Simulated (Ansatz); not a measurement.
# A hypothetical structure for Mg5MnZnPt

Starting from a made-up structure for Mg5MnZnPt, the aim is the relaxed cell, its shortest contacts and, where a second run follows, its electronic structure.

Calculated with Ansatz 0.2.0; DFT, PBEsol, plane-wave PAW, files of the set soft_1, scalar-relativistic, ferromagnetic start, cell and ions relaxed at zero pressure; PAW set soft_1.

## 1. The structure

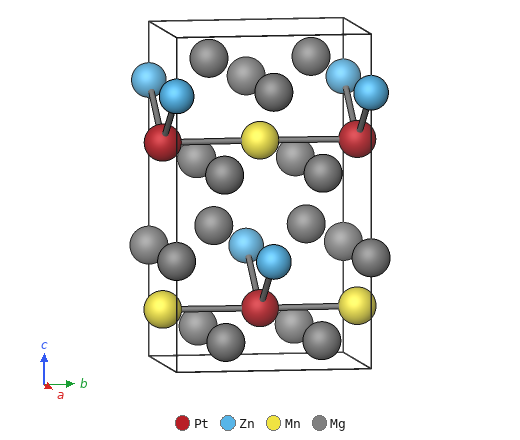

The starting structure, seen slightly off an axis (platinum red, zinc blue, manganese yellow, magnesium grey). This picture shows the conventional cell, with its axes. Some periodic images of atoms are drawn too.

## 2. Relaxing cell and atoms

The guessed cell has no reason to be at equilibrium. It is relaxed with the atoms, within the space group of the guess.

input.yaml reads:

```yaml
crystal:
  lattice:
    - [4.742, 0.0, 0.0]
    - [0.0, 2.976, 5.0705]
    - [0.0, -2.976, 5.0705]
  atoms:
    - { symbol: Pt, position: [0.5, 0.6621, 0.6621] }
    - { symbol: Zn, position: [0.0, 0.8245, 0.8245] }
    - { symbol: Mn, position: [0.5, 0.1637, 0.1637], spin: 4.0 }
    - { symbol: Mg, position: [0.5, 0.6736, 0.1488] }
    - { symbol: Mg, position: [0.5, 0.1488, 0.6736] }
    - { symbol: Mg, position: [0.0, 0.3313, 0.3313] }
    - { symbol: Mg, position: [0.0, 0.8335, 0.3397] }
    - { symbol: Mg, position: [0.0, 0.3397, 0.8335] }
magnetization:
  spin_polarized: true
kpoints:
  mp_grid: { grid: [6, 5, 5] }
scf:
  occupations: { method: fermi_dirac, width: 0.05 }
hamiltonian:
  xc: pbesol
  pseudopotentials: { kind: paw, azcp: { folder: soft_1 }, xc_functional: pbe }
relax:
  f_tol: 0.015
  max_steps: 70
  cell: {}
output:
  forces: true
  stress: true
```

On the command line:

```console
ansatz run input.yaml --threads 4 --pin off --max-ram 10240MiB --backend cpu --events-out ev --progress --plain --runs-dir out
```

Numbers of over 12 decimals in the logs are rounded to 6 here.

What it wrote:

```text
Engine: ansatz 0.2.0, aarch64-unknown-linux-gnu
Pseudopotentials: kind: paw
Pseudopotential: Pt, paw, valence charge 18, recommended cutoff 420 eV (normal), soft_1/Pt.paw.azcp
Pseudopotential: Zn, paw, valence charge 12, recommended cutoff 420 eV (normal), soft_1/Zn.paw.azcp
Pseudopotential: Mn, paw, valence charge 15, recommended cutoff 420 eV (normal), soft_1/Mn.paw.azcp
Pseudopotential: Mg, paw, valence charge 10, recommended cutoff 420 eV (normal), soft_1/Mg.paw.azcp
Functional definition: PBEsol
  exchange = pbesol_x
  correlation = pbesol_c
Crystal: 8 atoms, lattice volume = 143.112 Å³
Basis set: ecut = 420 eV, 2803 PW (Γ), exchange–correlation on 64×80×80 points (8 copies of the dense FFT grid, shifted against one another)
Bands: 60, of which v1, the nominal top of the filled ones, is band 48 counted from 1 (47 counted from 0)
Symmetry: 4 space group operations
Space group: Amm2 (ITA 38), of the structure as read, at distance tolerance 5.2e-5 Å
Magnetic group: BNS 38.187 (UNI 285), of the structure as read, at distance tolerance 5.2e-5 Å
k-points: 36 of 150 (time reversal used)
Non-local potential: Pt, projectors of the file, l = 0: 3, l = 1: 2, l = 2: 2, l = 3: 1
Non-local potential: Zn, projectors of the file, l = 0: 2, l = 1: 2, l = 2: 3, l = 3: 1
Non-local potential: Mn, projectors of the file, l = 0: 3, l = 1: 2, l = 2: 3, l = 3: 1
Non-local potential: Mg, projectors of the file, l = 0: 3, l = 1: 2, l = 2: 1
PAW form: soft (Blöchl's): semilocal exchange-correlation on the pseudo side does not see the compensation charge
PAW frozen core: Pt, regenerated for the run's functional, and the local potential with it (the file was generated under x = pbe(κ = 0.804, μ = 0.219515), c = pbe(β = 0.066725))
PAW frozen core: Zn, regenerated for the run's functional, and the local potential with it (the file was generated under x = pbe(κ = 0.804, μ = 0.219515), c = pbe(β = 0.066725))
PAW frozen core: Mn, regenerated for the run's functional, and the local potential with it (the file was generated under x = pbe(κ = 0.804, μ = 0.219515), c = pbe(β = 0.066725))
PAW frozen core: Mg, regenerated for the run's functional, and the local potential with it (the file was generated under x = pbe(κ = 0.804, μ = 0.219515), c = pbe(β = 0.066725))
PAW one-centre angular grid: Pt, 590 points (default); XC on 64 Gauss nodes
PAW one-centre angular grid: Zn, 590 points (default); XC on 64 Gauss nodes
PAW one-centre angular grid: Mn, 590 points (default); XC on 64 Gauss nodes
PAW one-centre angular grid: Mg, 110 points (default); XC on 64 Gauss nodes
Initial density: superposition of atomic densities (chi_scale 0.1, normalization cell, long waves kept (reshape's long-wave potential 0.02 eV rms))
Starting moments: Σ|m| = 4 μB on 1 of 8 sites
Initial wavefunctions: pseudopotential atomic-orbital guess
Functional: x = pbesol(κ = 0.804, μ = 0.123457), c = pbesol(β = 0.046)
SCF iter   1: F=—  HF=-29107.617863 eV  |F-HF|=—  |Δ(HF+E_count)|=         —  Δρ=1.14e-1 (↑1.08e-1 ↓1.14e-1)  dr2=1.72e2  dr2_m=2.78e-1  M=2.676 μB ∫|m|=3.870 μB  β_m=0.30  ethr=3.10e-3  ⟨swp⟩=8.3  Hψ=17449  notcnv=0  defer=26
Mixer restart at iter 1: flushing history
preconditioner: auto → Kerker (q_TF=auto, 2.548 Å⁻¹)  [metal: Δε(μ)=0.011 eV  Ē_g=7.173 eV  σ=0.050 eV  W_gap=0.06  n_scr=44 (ndim 8)  ℏωp=19.4 eV  f_vac=0.000  D(μ)=7.20/eV (n_scr^D=70)]
spin=Collinear: Kerker preconditioning applied to the charge; magnetization (m = ρ↑ − ρ↓) channel mixes plain (no charge-response kernel on spin).
SCF iter   2: F=—  HF=-29096.076285 eV  |F-HF|=—  |Δ(HF+E_count)|=    1.15e1  Δρ=1.43e-2 (↑1.12e-2 ↓1.43e-2)  dr2=2.07e0  dr2_m=5.17e-2  M=3.396 μB ∫|m|=4.019 μB  β_m=0.31  ethr=3.10e-3  ⟨swp⟩=3.9  Hψ=10564  notcnv=0  defer=215
SCF iter   3: F=—  HF=-29096.023719 eV  |F-HF|=—  |Δ(HF+E_count)|=   5.26e-2  Δρ=1.13e-2 (↑8.30e-3 ↓1.13e-2)  dr2=1.31e0  dr2_m=2.67e-2  M=3.379 μB ∫|m|=4.023 μB  β_m=0.65  ethr=2.18e-3  ⟨swp⟩=2.0  Hψ=5280  notcnv=0  defer=225
SCF iter   4: F=—  HF=-29095.867937 eV  |F-HF|=—  |Δ(HF+E_count)|=   1.56e-1  Δρ=1.11e-2 (↑1.11e-2 ↓7.72e-3)  dr2=3.31e-1  dr2_m=5.80e-3  M=3.395 μB ∫|m|=4.068 μB  β_m=0.52  ethr=1.38e-3  ⟨swp⟩=2.8  Hψ=6839  notcnv=0  defer=216
SCF iter   5: F=—  HF=-29095.845982 eV  |F-HF|=—  |Δ(HF+E_count)|=   2.20e-2  Δρ=4.11e-3 (↑2.26e-3 ↓4.11e-3)  dr2=5.13e-2  dr2_m=2.18e-3  M=3.429 μB ∫|m|=4.094 μB  β_m=0.76  ethr=3.49e-4  ⟨swp⟩=2.1  Hψ=8087  notcnv=0  defer=211
SCF iter   6: F=—  HF=-29095.903572 eV  |F-HF|=—  |Δ(HF+E_count)|=         —  Δρ=3.90e-3 (↑3.78e-3 ↓3.90e-3)  dr2=7.40e-3  dr2_m=1.80e-2  M=3.616 μB ∫|m|=4.220 μB  β_m=0.76  ethr=5.40e-5  ⟨swp⟩=2.1  Hψ=8642  notcnv=0  defer=210
Mixer restart at iter 6: flushing history
SCF iter   7: F=—  HF=-29095.901824 eV  |F-HF|=—  |Δ(HF+E_count)|=   1.75e-3  Δρ=2.23e-3 (↑1.44e-3 ↓2.23e-3)  dr2=7.92e-3  dr2_m=2.82e-3  M=3.646 μB ∫|m|=4.242 μB  β_m=0.88  ethr=7.79e-6  ⟨swp⟩=2.0  Hψ=7333  notcnv=0  defer=214
SCF iter   8: F=—  HF=-29095.902661 eV  |F-HF|=—  |Δ(HF+E_count)|=   8.37e-4  Δρ=1.75e-3 (↑1.75e-3 ↓1.29e-3)  dr2=5.44e-3  dr2_m=6.08e-4  M=3.658 μB ∫|m|=4.251 μB  β_m=0.78  ethr=7.79e-6  ⟨swp⟩=2.0  Hψ=7775  notcnv=0  defer=210
[...]
SCF iter  15: F=-29095.899830 eV  HF=-29095.899830 eV  |F-HF|=3.68e-9  |Δ(HF+E_count)|=   2.50e-8  Δρ=1.49e-6 (↑8.20e-7 ↓1.49e-6)  dr2=6.70e-9  dr2_m=7.03e-10  M=3.651 μB ∫|m|=4.247 μB  ethr=1.03e-10  ⟨swp⟩=2.0  Hψ=13151  notcnv=0
SCF 1 converged in 15 iterations: F = -29095.899830 eV  dr2 = 6.70e-9
  greatest PAW one-centre occupation: 1.000 electrons in one spin orbital (limit 2), on the Mn atom at site 2 (counted from 0), in its partial waves of l = 0
relax step   1: F+E_penalty+E_count = -29095.89982960 eV  Δ(F+E_penalty+E_count) = +0.000e0 eV  max|allowed force component| = 2.988e-1 eV/Å  Δτ_max = 0.0000 Å  P = -2.048 GPa  Ω = 143.112 Å³  (15 SCF iters, dr2 threshold 1.00e-7 eV, accepted)
[... from here on, the SCF cycles and remarks between the steps are left out ...]
relax step   2: F+E_penalty+E_count = -29095.94449242 eV  Δ(F+E_penalty+E_count) = -4.466e-2 eV  max|allowed force component| = 3.690e-1 eV/Å  Δτ_max = 0.1010 Å  P = +1.298 GPa  Ω = 136.252 Å³  energy of the carried Pulay correction = +1.790e-3 eV  (11 SCF iters, dr2 threshold 8.00e-7 eV, accepted)
relax step   3: F+E_penalty+E_count = -29095.97982574 eV  Δ(F+E_penalty+E_count) = -3.533e-2 eV  max|allowed force component| = 4.931e-2 eV/Å  Δτ_max = 0.0563 Å  P = -0.077 GPa  Ω = 138.612 Å³  energy of the carried Pulay correction = +1.165e-3 eV  (14 SCF iters, dr2 threshold 8.00e-7 eV, accepted)
relax step   4: F+E_penalty+E_count = -29095.98153356 eV  Δ(F+E_penalty+E_count) = -1.708e-3 eV  max|allowed force component| = 3.059e-2 eV/Å  Δτ_max = 0.0107 Å  P = -0.036 GPa  Ω = 138.498 Å³  energy of the carried Pulay correction = +1.195e-3 eV  (8 SCF iters, dr2 threshold 2.90e-7 eV, accepted)
relax step   5: F+E_penalty+E_count = -29095.98261054 eV  Δ(F+E_penalty+E_count) = -1.077e-3 eV  max|allowed force component| = 2.220e-2 eV/Å  Δτ_max = 0.0120 Å  P = -0.048 GPa  Ω = 138.538 Å³  energy of the carried Pulay correction = +1.184e-3 eV  (9 SCF iters, dr2 threshold 1.01e-7 eV, accepted)
relax step   6: F+E_penalty+E_count = -29095.98309331 eV  Δ(F+E_penalty+E_count) = -4.828e-4 eV  max|allowed force component| = 6.289e-3 eV/Å  Δτ_max = 0.0164 Å  P = +0.039 GPa  Ω = 138.330 Å³  energy of the carried Pulay correction = +1.239e-3 eV  (11 SCF iters, dr2 threshold 5.80e-8 eV, accepted)
relax step   7: F+E_penalty+E_count = -29095.98321428 eV  Δ(F+E_penalty+E_count) = -1.210e-4 eV  max|allowed force component| = 6.187e-4 eV/Å  Δτ_max = 0.0039 Å  P = +0.007 GPa  Ω = 138.401 Å³  energy of the carried Pulay correction = +1.220e-3 eV  (10 SCF iters, dr2 threshold 3.11e-8 eV, accepted)
relax step   8: F+E_penalty+E_count = -29095.98195056 eV  Δ(F+E_penalty+E_count) = +1.264e-3 eV  max|allowed force component| = 5.869e-4 eV/Å  Δτ_max = 0.0000 Å  P = +0.007 GPa  Ω = 138.401 Å³  stress off target by 1.22e-2 GPa  SCF on the basis re-selected at this cell (its energy is not comparable with the rows above)  (10 SCF iters)
basis re-selected at this cell: Δ(F+E_penalty+E_count) = +1.264e-3 eV, ΔP = +0.000 GPa vs the last step (what re-selecting the basis moved, of the pressure what is left beyond the Pulay correction that the steps carried, after the strain that the cell walked since its last selection, with what the two solves' SCF thresholds leave and, on support functions, any second-order correction that the steps lacked; it is no m [...]
SCF converged after 10 iterations
Magnetization: 3.4937 μB (49.2468 up, 45.7532 down)
Absolute magnetization: 4.1229 μB (∫|ρ↑−ρ↓|, with the PAW one-centre terms)
Spin contamination: 0.4054 ħ² per cell (⟨S²⟩ above its minimum at these occupations)
Per-site moments (μB) at R_I (Å): [(0.037217, 1.170844), (0.00863339, 1.158970), (3.499588, 1.170101), (-0.032330, 1.170530), (-0.032330, 1.170530), (-0.027549, 1.166925), (-0.013629, 1.158970), (-0.013629, 1.158970)]
Free energy (F): -29095.981951 eV
Harris-Foulkes:  -29095.981951 eV  (|F-HF|=7.28e-12)
Internal energy: -29095.946572 eV  (E = F + TS)
E sigma→0 (E₀):  -29095.964261 eV
Entropy (-TS):   -0.035379 eV (-4.422 meV/atom)
Fermi energy:    9.946844 eV
--- Per-component energies (eV) ---
  E_band       = -2181.759132
  E_kinetic    = 1410.746096
  E_local      = -14318.411900  (includes V_loc(G=0)·N_el)
  E_nonlocal   = 2465.554011
  E_hartree    = 5092.997936
  E_xc         = -548.378982
  E_vxc        = -631.491621  (∫ρ·V_xc dr)
  E_paw        = -13949.756408  (= ΣΔE_a)
  E_vpaw       = -1294.151949  (= ΣTr[D̂ρ^β])
  E_aug_tail   = 0.000215  (compensation charges beyond the density's cutoff)
  E_ewald      = -9250.245889
  E_core_change = 1.548349  (= ΣΔE_core)
  E_smearing   = -0.035379  (= −TS)
  E_closure    = -0.000000  (closes the sum)
  Σ components = -29095.981951   (vs F -29095.981951, Δ=0.00e0)
--- Forces (eV/Å), atoms counted from 1 ---
  atom   1  Pt     0.00000000    -0.00000000    -0.00045227
  atom   2  Zn     0.00000000     0.00000000     0.00044249
  atom   3  Mn    -0.00000000     0.00000000    -0.00031982
  atom   4  Mg    -0.00000000    -0.00009018    -0.00033411
  atom   5  Mg     0.00000000     0.00009018    -0.00033411
  atom   6  Mg     0.00000000    -0.00000000     0.00032861
  atom   7  Mg     0.00000000     0.00058686     0.00033440
  atom   8  Mg    -0.00000000    -0.00058686     0.00033440
  max |Σ_I F_I| component: 4.12e-7 eV/Å
--- Stress (GPa, compression-positive) ---
        0.001000       0.000000      -0.000000
        0.000000       0.012188      -0.000000
       -0.000000      -0.000000       0.008370
  P = ⅓ Tr σ = 0.0072 GPa (0.072 kbar)
--- Relaxed structure (7 steps of the walk, 7 accepted, 1 SCFs on fresh bases) ---
  F+E_penalty+E_count = -29095.98195056 eV   max|allowed force component| = 5.869e-4 eV/Å   (the final SCF, on the basis selected at the relaxed cell)
  cell:  # Å, volume = 138.4013 Å³
    - [4.673823, 0, 0]
    - [0, 2.892387, 5.118957]
    - [0, -2.892387, 5.118957]
  atoms:
    - { symbol: Pt, position: [0.5, 0.663754, 0.663754] }
    - { symbol: Zn, position: [0, 0.825387, 0.825387] }
    - { symbol: Mn, position: [0.5, 0.166675, 0.166675] }
    - { symbol: Mg, position: [0.5, 0.665368, 0.155905] }
    - { symbol: Mg, position: [0.5, 0.155905, 0.665368] }
    - { symbol: Mg, position: [0, 0.323724, 0.323724] }
    - { symbol: Mg, position: [0, 0.832481, 0.343905] }
    - { symbol: Mg, position: [0, 0.343905, 0.832481] }
```

Wall time 2.2 min (4 threads of Arm Neoverse V2, shared host); peak memory 0.78 GiB.

The steps of the relaxation:

```
step  energy less that of the first step (eV)  largest force component (eV/Å)  pressure (GPa)  volume (Å³)
   1                                   0.0000                          0.2988           -2.05       143.11
   2                                  -0.0447                          0.3690            1.30       136.25
   3                                  -0.0800                          0.0493           -0.08       138.61
   4                                  -0.0817                          0.0306           -0.04       138.50
   5                                  -0.0828                          0.0222           -0.05       138.54
   6                                  -0.0833                          0.0063            0.04       138.33
   7                                  -0.0834                          0.0006            0.01       138.40
  8*                                  -0.0821                          0.0006            0.01       138.40
```

Relaxation steps marked * repeat the geometry before them on a plane-wave basis chosen anew for their cell, so energy and pressure can jump there.

Forces are held to the 4 operations that the run works with; a distortion that breaks them can't arise in this run.

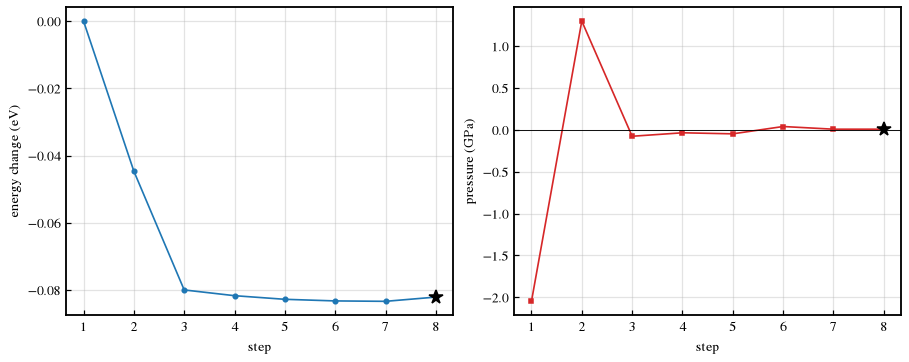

Energy and pressure along the relaxation. Stars mark steps on a basis chosen anew.

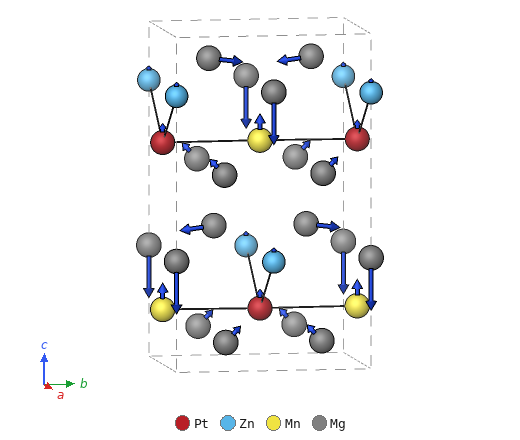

Displacements in the relaxation, exaggerated, measured against the changing cell; the longest in the cell stands for 0.08 Å. Some periodic images of atoms are drawn too.

```
conventional cell, symmetrised  before   after  change
                         a (Å)   4.742   4.674  -1.4 %
                         b (Å)   5.952   5.785  -2.8 %
                         c (Å)  10.141  10.238  +1.0 %
              volume (Å³/atom)   17.89   17.30  -3.3 %
```

The atoms that moved most (Å, as changes of fractional coordinates times the final cell):

```
atom     dx      dy      dz  length
 Mg6  0.000   0.000  -0.078   0.078
 Mg4  0.000  -0.044  -0.006   0.045
 Mg5  0.000   0.044  -0.006   0.045
 Mn3  0.000   0.000   0.030   0.030
 Mg7  0.000  -0.015   0.016   0.022
 Mg8  0.000   0.015   0.016   0.022
 Pt1  0.000   0.000   0.017   0.017
 Zn2  0.000   0.000   0.009   0.009
```

The relaxed structure:

```
Pt Zn Mn Mg
1.0
     4.67382    0.00000    0.00000
     0.00000    2.89239    5.11896
     0.00000   -2.89239    5.11896
Pt Zn Mn Mg
1 1 1 5
Direct
  0.50000 0.66375 0.66375
  0.00000 0.82539 0.82539
  0.50000 0.16668 0.16668
  0.50000 0.66537 0.15591
  0.50000 0.15591 0.66537
  0.00000 0.32372 0.32372
  0.00000 0.83248 0.34391
  0.00000 0.34391 0.83248
```

This step gave:

```yaml
free_energy: -29095.9820 eV
energy_at_zero_smearing: -29095.9643 eV
smearing_term_ts: 0.03538 eV
fermi_energy: 9.947 eV
magnetization: 3.494 μB
absolute_magnetization: 4.123 μB
site_moments: 0.03722, 0.008633, 3.500, -0.03233, -0.03233, -0.02755, -0.01363, -0.01363 μB
electrons: 95
symmetry_operations: 4
pressure: 0.007186 GPa
```

Site moment by atom:

```
atom  site moment (μB)
 Pt1              0.04
 Zn2              0.01
 Mn3              3.50
 Mg4             -0.03
 Mg5             -0.03
 Mg6             -0.03
 Mg7             -0.01
 Mg8             -0.01
```

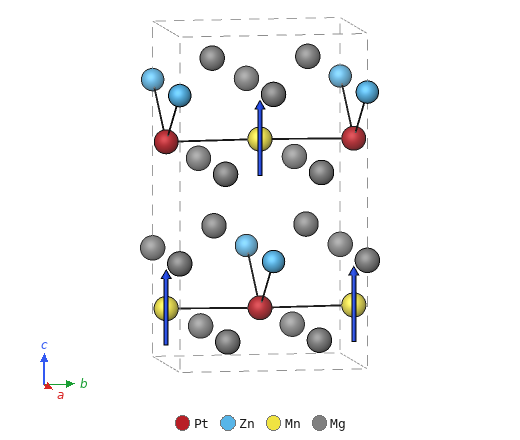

Site moment as arrows, the longest 3.50 μB. Up and down stand for the sign. Arrows give size and sign along the axis of quantisation, drawn up and down the page. Some periodic images of atoms are drawn too.

The shortest distance of each pair, which need not be the same contact before and after:

```
 pair  guess (Å)  relaxed (Å)
Mg–Zn      2.825        2.810
Mg–Mg      2.828        2.826
Mg–Mn      2.916        2.837
Mg–Pt      2.893        2.838
Pt–Zn      2.887        2.863
```

The relaxation ends with a largest force component of 5.9e-4 eV/Å and a pressure of 0.01 GPa.

## 3. What came out

```
space group, relaxed : Amm2
conventional cell    : a = 4.674, b = 5.785, c = 10.238 Å; α = 90.0°, β = 90.0°, γ = 90.0°
volume per atom      : 17.30 Å³ (guess 17.89)
total moment         : 3.49 μB in the cell of 8 atoms
```

What this shows: Mg5MnZnPt relaxes to Amm2 with a = 4.674, b = 5.785 and c = 10.238 Å. The guessed volume was 3 % too large. The space group Amm2 was held in the relaxation, so the end point is a stationary structure within it and may be a saddle against distortions or other arrangements. The input starts from parallel moments, and no other start was typed. Mesh and cutoff weren't tested. Spin-orbit coupling is left out, which can matter for elements this heavy. No dispersion term is used, so weakly bound directions may come out too long. Nothing here tests whether the compound is stable against decomposition.

[Logs are printed without paths, hosts, clocks, repeated set-up lines and the standing remarks that a program may print on its own settings, such as how far it seeks lower states.]

[Hosts, paths, dates, database ids (printed as entryN), source tags and the programs' standing remarks are cut or masked in the printed files.]
